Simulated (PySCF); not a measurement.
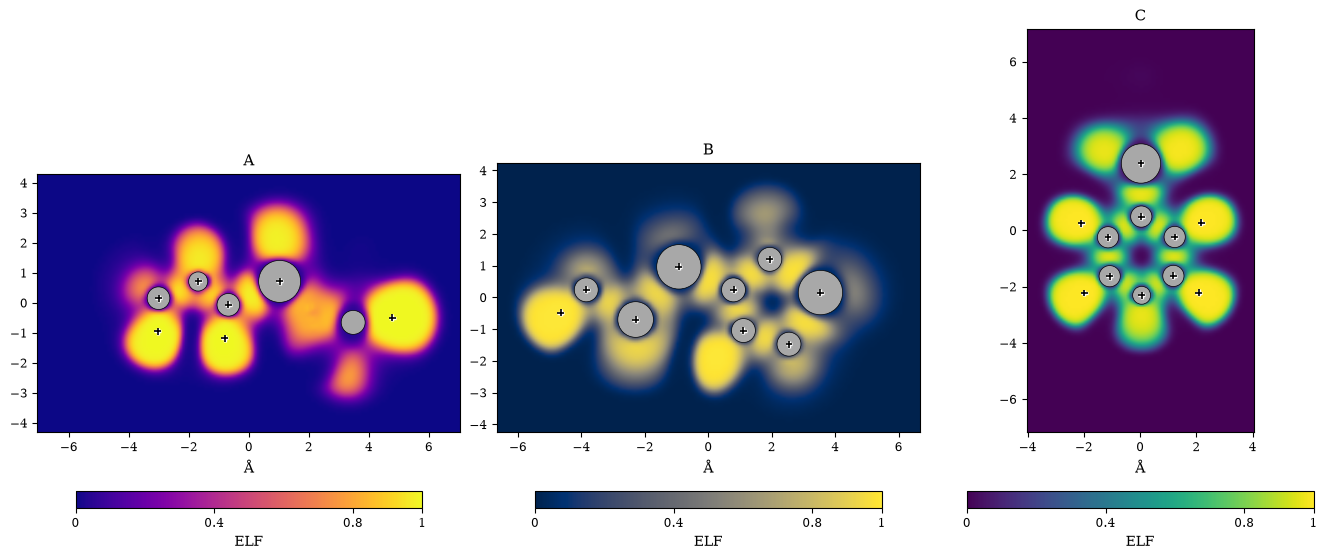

The electron localisation function of 3 systems, each on a plane through atoms (crosses mark nuclei in the plane; grey discs cover the cores).

The calculation used PySCF 2.14.0, PBE0/pcSseg-1, SCF density, gas phase, non-relativistic.

System 1: C₅H₉NSSi₂ (SMILES S[SiH2][SiH2]c1ccncc1), the plane of atoms C4, C5 and H15. Geometry: GFN2-xTB.

```yaml
atoms:
  - { symbol: S, position_ang: [4.5284, -0.4224, 0.1552] }
  - { symbol: Si, position_ang: [2.4135, -0.4259, 0.5982] }
  - { symbol: Si, position_ang: [1.2111, 0.3998, -1.2064] }
  - { symbol: C, position_ang: [-0.6195, 0.2709, -0.7628] }
  - { symbol: C, position_ang: [-1.3452, -0.8941, -0.9945] }
  - { symbol: C, position_ang: [-2.6785, -0.9509, -0.6239] }
  - { symbol: N, position_ang: [-3.3159, 0.0545, -0.0486] }
  - { symbol: C, position_ang: [-2.6358, 1.1654, 0.1781] }
  - { symbol: C, position_ang: [-1.3006, 1.3218, -0.1557] }
  - { symbol: H, position_ang: [4.4688, -1.1615, -0.9422] }
  - { symbol: H, position_ang: [2.3929, 0.3901, 1.8068] }
  - { symbol: H, position_ang: [2.0952, -1.8050, 0.9777] }
  - { symbol: H, position_ang: [1.4181, -0.3748, -2.4409] }
  - { symbol: H, position_ang: [1.4939, 1.8058, -1.5210] }
  - { symbol: H, position_ang: [-0.8763, -1.7458, -1.4652] }
  - { symbol: H, position_ang: [-3.2703, -1.8418, -0.7935] }
  - { symbol: H, position_ang: [-3.1928, 1.9656, 0.6491] }
  - { symbol: H, position_ang: [-0.7955, 2.2546, 0.0483] }
```

System 2: C₄H₁₁NOSi₂, the plane of atoms C1, N2 and C3. Geometry: PBE0-D3(BJ)/def2-SVP.

```csv
atom,x (Å),y (Å),z (Å)
C,3.7912,-0.3804,-0.3283
N,2.4503,-0.2936,-0.8306
C,1.5776,0.3540,-0.1721
Si,-0.1850,0.3613,-0.8298
C,-1.2223,-1.0684,-0.1324
C,-2.6594,-0.5380,0.0630
Si,-2.4939,1.2850,0.5567
O,-1.0441,1.6666,-0.2022
H,4.0598,-1.4411,-0.1904
H,4.4889,0.0160,-1.0840
H,3.9484,0.1584,0.6279
H,1.8357,0.8564,0.7904
H,-0.1576,0.4181,-2.3183
H,-0.7824,-1.3473,0.8415
H,-1.1853,-1.9740,-0.7588
H,-3.2348,-1.1382,0.7863
H,-3.2144,-0.5778,-0.8904
H,-2.3647,1.4757,2.0345
H,-3.5960,2.1551,0.0534
```

System 3: C₅H₁₁FSSi₂ (SMILES CS[SiH2]C1=CC[SiH2][C@H]1F), the plane of atoms S2, Si3 and C4. Geometry: GFN2-xTB.

```xyz
20

C     4.1304    0.1598   -0.6937
S     2.5225    0.9988   -0.6021
Si    1.2805   -0.7343   -0.3408
C    -0.4752   -0.1122   -0.1927
C    -0.8886    1.1344   -0.4005
C    -2.3426    1.4769   -0.2830
Si   -3.2086   -0.1948    0.0251
C    -1.5279   -1.1255    0.1636
F    -1.4487   -2.2188   -0.6992
H     4.3096   -0.3851    0.2277
H     4.1397   -0.5177   -1.5416
H     4.8841    0.9289   -0.8238
H     1.7145   -1.4025    0.8906
H     1.4992   -1.6113   -1.4899
H    -0.1915    1.9233   -0.6464
H    -2.4827    2.1860    0.5353
H    -2.6729    1.9912   -1.1869
H    -3.9757   -0.6993   -1.1094
H    -3.9476   -0.2422    1.2877
H    -1.3238   -1.5449    1.1556
```

Q: Which map belongs to which system?

A: Panel A is system 2, C₄H₁₁NOSi₂: the plane holds C, N, Si and H. C–N (1.27 Å): the ELF peaks at about 0.90 between the atoms (a short, multiple covalent bond). Panel B is system 3, C₅H₁₁FSSi₂: the plane holds C, S, Si and H. C–C (1.33 Å): the ELF peaks at about 0.95 between the atoms (a multiple bond). Panel C is system 1, C₅H₉NSSi₂: the plane holds Si, C, N and H. C–N (1.32 Å): the ELF peaks at about 0.90 between the atoms, as expected for a covalent bond.
